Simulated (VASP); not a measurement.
Shape and ions are relaxed at each volume.

Energy against volume of WSi2 (MoSi2 type). These are PBE GGA, VASP's PBE PAW potentials (set 64) (plane waves; VASP 6.6.1) values and carry that method's errors.

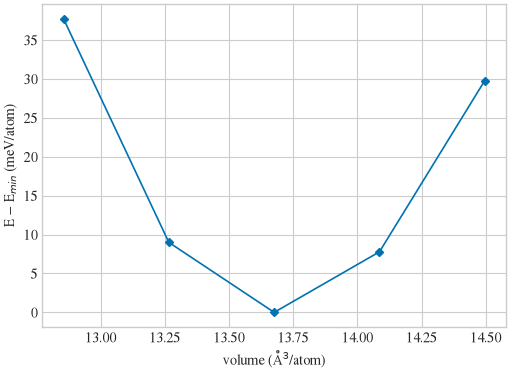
Figure: Energy against volume

Estimate the equilibrium volume and the bulk modulus.

The minimum lies near 13.7 Å³/atom, and the curvature gives B0 of about 220 GPa.

The compound is WSi2 in the MoSi2 type structure. It was relaxed first.
